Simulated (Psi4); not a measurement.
## Geometry relaxation of SiH₂O (part 2 of 4)

The same run, continued: SiH₂O; PBE/def2-TZVP, RKS, dispersion D3(BJ) (Psi4 1.11). The geometry comes from this level: MMFF94 from SMILES.

Geometry of the input (Å):
```
O  0.9596  -0.3676  -0.1309
Si -0.4670  0.1785  0.0860
H  -1.5845  -0.7396  -0.1603
H  -0.6811  1.6171  -0.1504
```

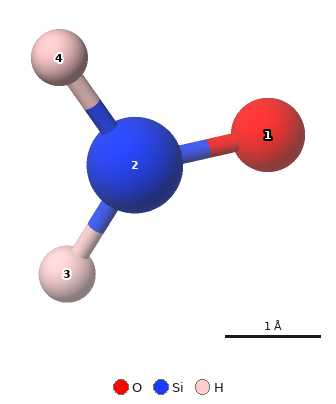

Fig. 1: The starting structure (ball-and-stick view, seen at a tilt; atoms are numbered from 1 in the order of the input).

Output, continued:
```
    Geometry (in Angstrom), charge = 0, multiplicity = 1:

    O            0.969763287418    -0.372277341271    -0.044500769348
    SI          -0.468128148316     0.179620032953     0.030657876022
    H           -1.653259853872    -0.723916947979    -0.077427641607
    H           -0.742487514976     1.646029212144    -0.067366478678

gradient() will perform analytic gradient computation.

  ==> Geometry <==

    Molecular point group: c1
    Full point group: C1

    Geometry (in Angstrom), charge = 0, multiplicity = 1:

       Center              X                  Y                   Z               Mass
    ------------   -----------------  -----------------  -----------------  -----------------
         O            0.969763287418    -0.372277341271    -0.044500769348    15.994914619570
         SI          -0.468128148316     0.179620032953     0.030657876022    27.976926534650
         H           -1.653259853872    -0.723916947979    -0.077427641607     1.007825032230
         H           -0.742487514976     1.646029212144    -0.067366478678     1.007825032230

  Running in c1 symmetry.

  Rotational constants: A =      5.13653  B =      0.60898  C =      0.54561 [cm^-1]
  Rotational constants: A = 153989.27059  B =  18256.67032  C =  16357.07145 [MHz]
  Nuclear repulsion =   51.756452193644812

  Charge       = 0
  Multiplicity = 1
  Electrons    = 24
  Nalpha       = 12
  Nbeta        = 12

  ==> Algorithm <==

  SCF Algorithm Type is DF.
  DIIS enabled.
  MOM disabled.
  Fractional occupation disabled.
  Guess Type is READ.
  Energy threshold   = 1.00e-08
  Density threshold  = 1.00e-08
  Integral threshold = 1.00e-12

   => Molecular Quadrature <=

    Radial Scheme          =       TREUTLER
    Pruning Scheme         =           NONE
    Nuclear Scheme         =       TREUTLER

    Blocking Scheme        =         OCTREE
    BS radius alpha        =              1
    Pruning alpha          =              1
    Radial Points          =             75
    Spherical Points       =            302
    Total Points           =          87511
    Total Blocks           =            720
    Max Points             =            253
    Max Functions          =             80
    Weights Tolerance      =       1.00E-15

   => Loading Basis Set <=

    Name: DEF2-TZVP
    Role: ORBITAL
    Keyword: BASIS

  Reading orbitals from file scr/h2osi.default.4775.180.npy, no projection.

  ==> Integral Setup <==

  DFHelper Memory: AOs need 0.013 GiB; user supplied 0.951 GiB.
  SCF_SUBTYPE=INCORE selected. In-core MEM_DF algorithm will be used.
  Using in-core AOs.

  ==> MemDFJK: Density-Fitted J/K Matrices <==

    J tasked:                   Yes
    K tasked:                    No
    wK tasked:                   No
    Memory [MiB]:               973
    Algorithm:                 Core
    Schwarz Cutoff:           1E-12
    Mask sparsity (%):       0.2500
    Fitting Condition:        1E-10

   => Auxiliary Basis Set <=

  Basis Set: (DEF2-TZVP AUX)
    Blend: DEF2-UNIVERSAL-JKFIT
    Number of shells: 75
    Number of basis functions: 241
    Number of Cartesian functions: 288
    Spherical Harmonics?: true
    Max angular momentum: 4

  Cached 100.0% of DFT collocation blocks in 0.167 [GiB].

  Minimum eigenvalue in the overlap matrix is 3.5558304742E-03.
  Reciprocal condition number of the overlap matrix is 7.8243619623E-04.
    Using symmetric orthogonalization.

  ==> Pre-Iterations <==

  SCF Guess: Orbitals guess was supplied from a previous computation.

   -------------------------------------------------------
    Irrep   Nso     Nmo     Nalpha   Nbeta   Ndocc  Nsocc
   -------------------------------------------------------
     A         80      80      12      12      12       0
   -------------------------------------------------------
    Total      80      80      12      12      12       0
   -------------------------------------------------------

  ==> Iterations <==

                           Total Energy        Delta E     RMS |[F,P]|

   @DF-RKS iter   0:  -365.70858615257896   -3.65709e+02   2.60008e-03
   @DF-RKS iter   1:  -365.71741925187109   -8.83310e-03   2.47077e-04 DIIS/ADIIS
   @DF-RKS iter   2:  -365.71637949611625    1.03976e-03   6.72165e-04 DIIS/ADIIS
   @DF-RKS iter   3:  -365.71750096919834   -1.12147e-03   1.76382e-04 DIIS/ADIIS
   @DF-RKS iter   4:  -365.71758334686427   -8.23777e-05   1.06836e-05 DIIS
   @DF-RKS iter   5:  -365.71758371901882   -3.72155e-07   2.51991e-06 DIIS
   @DF-RKS iter   6:  -365.71758374353163   -2.45128e-08   2.06313e-07 DIIS
   @DF-RKS iter   7:  -365.71758374365157   -1.19940e-10   7.13764e-08 DIIS
   @DF-RKS iter   8:  -365.71758374366669   -1.51203e-11   8.69891e-09 DIIS
  Energy and wave function converged.

  ==> Post-Iterations <==

   Electrons on quadrature grid:
      Ntotal   =   24.0000014797 ; deviation = 1.480e-06

    Final Occupation by Irrep:
              A
    DOCC [    12 ]
    NA   [    12 ]
    NB   [    12 ]

  @DF-RKS Final Energy:  -365.71758374366669

   => Energetics <=

    Nuclear Repulsion Energy =             51.7564521936448116
    One-Electron Energy =                -609.1042281430208050
    Two-Electron Energy =                 221.6150193207347456
    DFT Exchange-Correlation Energy =     -29.9831294418165406
    Empirical Dispersion Energy =          -0.0016976732089141
    VV10 Nonlocal Energy =                  0.0000000000000000
    Total Energy =                       -365.7175837436666939

Computation Completed

Properties will be evaluated at   0.000000,   0.000000,   0.000000 [a0]

Properties computed using the SCF density matrix

 Multipole Moments:

 ------------------------------------------------------------------------------------
     Multipole            Electronic (a.u.)      Nuclear  (a.u.)        Total (a.u.)
 ------------------------------------------------------------------------------------

 L = 1.  Multiply by 2.5417464519 to convert [e a0] to [Debye]
 Dipole X            :          0.9549635           -2.2514861           -1.2965226
 Dipole Y            :         -0.3697796            0.8665793            0.4967996
 Dipole Z            :          0.2531346           -0.1352855            0.1178491
 Magnitude           :                                                    1.3934379

 ------------------------------------------------------------------------------------

	total time  =          2 seconds =       0.03 minutes

         ------------------------------------------------------------
                                   SCF GRAD
         ------------------------------------------------------------

  ==> Geometry <==

    Molecular point group: c1
    Full point group: C1

    Geometry (in Angstrom), charge = 0, multiplicity = 1:

       Center              X                  Y                   Z               Mass
    ------------   -----------------  -----------------  -----------------  -----------------
         O            0.969763287418    -0.372277341271    -0.044500769348    15.994914619570
         SI          -0.468128148316     0.179620032953     0.030657876022    27.976926534650
         H           -1.653259853872    -0.723916947979    -0.077427641607     1.007825032230
         H           -0.742487514976     1.646029212144    -0.067366478678     1.007825032230

  Nuclear repulsion =   51.756452193644812

   => Molecular Quadrature <=

    Radial Scheme          =       TREUTLER
    Pruning Scheme         =           NONE
    Nuclear Scheme         =       TREUTLER

    Blocking Scheme        =         OCTREE
    BS radius alpha        =              1
    Pruning alpha          =              1
    Radial Points          =             75
    Spherical Points       =            302
    Total Points           =          87511
    Total Blocks           =            720
    Max Points             =            253
    Max Functions          =             80
    Weights Tolerance      =       1.00E-15

  -Total Gradient:
     Atom            X                  Y                   Z
    ------   -----------------  -----------------  -----------------
       1        0.004294288424    -0.001599896499    -0.004278737082
       2       -0.011474969032     0.004053899766     0.011321452335
       3        0.003203193415    -0.002365619827    -0.003507474271
       4        0.003947501999    -0.000077028313    -0.003516555221

	total time  =          0 seconds =       0.00 minutes

    			-----------------------------------------

    			 OPTKING 3.0: for geometry optimizations

    			        with contributions from

    			-----------------------------------------

	                            ===> Fragment 1 <==

	 Z (Atomic Numbers)          Masses                          Geom
	       8.000000            15.994915          1.83258702 -0.70350222 -0.08409427
	      14.000000            27.976927         -0.88463399  0.33943267  0.05793499
	       1.000000             1.007825         -3.12420834 -1.36800477 -0.14631704
	       1.000000             1.007825         -1.40309805  3.11054441 -0.12730419

	 - Coordinate -           - BOHR/RAD -       - ANG/DEG -
	 R(1,2)           =         2.913962           1.542002
	 R(2,3)           =         2.823607           1.494188
	 R(2,4)           =         2.825275           1.495071
	 B(1,2,3)         =         2.117244         121.309129
	 B(1,2,4)         =         2.116444         121.263299
	 B(3,2,4)         =         2.029530         116.283502
	 O(1,2,3,4)       =         0.179772          10.300157
	 O(3,2,1,4)       =        -0.188671         -10.810034
	 O(4,2,1,3)       =         0.188764          10.815353

	        --- Internal Coordinate Step in ANG or DEG, aJ/ANG or AJ/DEG ---
	-------------------------------------------------------------------------------
	           Coordinate      Previous         Force          Change          New
	           ----------      --------        ------          ------        ------
	               R(1,2)       1.54200       -0.03950       -0.00622       1.53578
	               R(2,3)       1.49419        0.00709        0.00339       1.49757
	               R(2,4)       1.49507        0.00473        0.00221       1.49728
	             B(1,2,3)     121.30913        0.00029        2.47143     123.78056
	             B(1,2,4)     121.26330        0.00030        2.51722     123.78051
	             B(3,2,4)     116.28350       -0.00053       -3.85263     112.43087
	           O(1,2,3,4)      10.30016       -0.00032       -9.46972       0.83044
	           O(3,2,1,4)     -10.81003        0.00025        9.88650      -0.92353
	           O(4,2,1,3)      10.81535       -0.00025       -9.89182       0.92354
	-------------------------------------------------------------------------------

	                                 ==> Convergence Check <==

	Measures of convergence in internal coordinates in au.

	Criteria marked as inactive (o), active & met (*), and active & unmet ( ).

	----------------------------------------------------------------------------------------------
	   Step    Total Energy     Delta E     Max Force     RMS Force      Max Disp      RMS Disp
	----------------------------------------------------------------------------------------------
	  Convergence Criteria     1.00e-06 *    3.00e-04 *             o    1.20e-03 *             o
	----------------------------------------------------------------------------------------------
	     2    -365.71758374   -6.91e-03      6.92e-03      3.95e-03 o    1.73e-01      1.03e-01 o  ~
	----------------------------------------------------------------------------------------------

Next Geometry in Ang
	Fragment 1 (Ang)

	    O   0.9901186613  -0.3801976853  -0.0215039448
	   Si  -0.4433632779   0.1708077896  -0.0333750071
	    H  -1.6670073357  -0.6922517809  -0.0568159546
	    H  -0.7738602774   1.6310966324  -0.0469421070

    Structure for next step:
    Molecular point group: c1
    Full point group: C1

    Geometry (in Angstrom), charge = 0, multiplicity = 1:

    O            0.968961731640    -0.372448595641     0.008553225484
    SI          -0.464520207527     0.178556879203    -0.003317836816
    H           -1.688164265295    -0.684502691264    -0.026758784244
    H           -0.795017207018     1.638845722019    -0.016884936719

gradient() will perform analytic gradient computation.

  ==> Geometry <==

    Molecular point group: c1
    Full point group: C1

    Geometry (in Angstrom), charge = 0, multiplicity = 1:

       Center              X                  Y                   Z               Mass
    ------------   -----------------  -----------------  -----------------  -----------------
         O            0.968961731640    -0.372448595641     0.008553225484    15.994914619570
         SI          -0.464520207527     0.178556879203    -0.003317836816    27.976926534650
         H           -1.688164265295    -0.684502691264    -0.026758784244     1.007825032230
         H           -0.795017207018     1.638845722019    -0.016884936719     1.007825032230

  Running in c1 symmetry.

  Rotational constants: A =      5.39900  B =      0.60784  C =      0.54634 [cm^-1]
  Rotational constants: A = 161857.89333  B =  18222.61660  C =  16378.90065 [MHz]
  Nuclear repulsion =   51.863506062834027

  Charge       = 0
  Multiplicity = 1
  Electrons    = 24
  Nalpha       = 12
  Nbeta        = 12

   => Molecular Quadrature <=

    Radial Scheme          =       TREUTLER
    Pruning Scheme         =           NONE
    Nuclear Scheme         =       TREUTLER

    Blocking Scheme        =         OCTREE
    BS radius alpha        =              1
    Pruning alpha          =              1
    Radial Points          =             75
    Spherical Points       =            302
    Total Points           =          87461
    Total Blocks           =            713
    Max Points             =            256
    Max Functions          =             80
    Weights Tolerance      =       1.00E-15

  ==> Integral Setup <==

  DFHelper Memory: AOs need 0.013 GiB; user supplied 0.950 GiB.
  SCF_SUBTYPE=INCORE selected. In-core MEM_DF algorithm will be used.
  Using in-core AOs.

   => Auxiliary Basis Set <=

  Basis Set: (DEF2-TZVP AUX)
    Blend: DEF2-UNIVERSAL-JKFIT
    Number of shells: 75
    Number of basis functions: 241
    Number of Cartesian functions: 288
    Spherical Harmonics?: true
    Max angular momentum: 4

  Cached 100.0% of DFT collocation blocks in 0.167 [GiB].

  Minimum eigenvalue in the overlap matrix is 3.4954072335E-03.
  Reciprocal condition number of the overlap matrix is 7.7020264576E-04.
    Using symmetric orthogonalization.

  ==> Iterations <==

                           Total Energy        Delta E     RMS |[F,P]|

   @DF-RKS iter   0:  -365.71915851606843   -3.65719e+02   1.62458e-03
   @DF-RKS iter   1:  -365.71899643686140    1.62079e-04   1.44258e-04 DIIS/ADIIS
   @DF-RKS iter   2:  -365.71871084068482    2.85596e-04   3.56635e-04 DIIS/ADIIS
   @DF-RKS iter   3:  -365.71903084486422   -3.20004e-04   1.11307e-04 DIIS/ADIIS
   @DF-RKS iter   4:  -365.71906153540652   -3.06905e-05   6.30193e-06 DIIS
   @DF-RKS iter   5:  -365.71906167086809   -1.35462e-07   9.56106e-07 DIIS
   @DF-RKS iter   6:  -365.71906167459179   -3.72370e-09   6.55133e-08 DIIS
   @DF-RKS iter   7:  -365.71906167460781   -1.60298e-11   1.89311e-08 DIIS
   @DF-RKS iter   8:  -365.71906167460895   -1.13687e-12   3.23649e-09 DIIS
  Energy and wave function converged.

  ==> Post-Iterations <==

   Electrons on quadrature grid:
      Ntotal   =   24.0000079702 ; deviation = 7.970e-06

    Final Occupation by Irrep:
              A
    DOCC [    12 ]
    NA   [    12 ]
    NB   [    12 ]

  @DF-RKS Final Energy:  -365.71906167460895

   => Energetics <=

    Nuclear Repulsion Energy =             51.8635060628340270
    One-Electron Energy =                -609.2988746099622404
    Two-Electron Energy =                 221.7043856595349212
    DFT Exchange-Correlation Energy =     -29.9863826390310066
    Empirical Dispersion Energy =          -0.0016961479847391
    VV10 Nonlocal Energy =                  0.0000000000000000
    Total Energy =                       -365.7190616746089518

Computation Completed
```
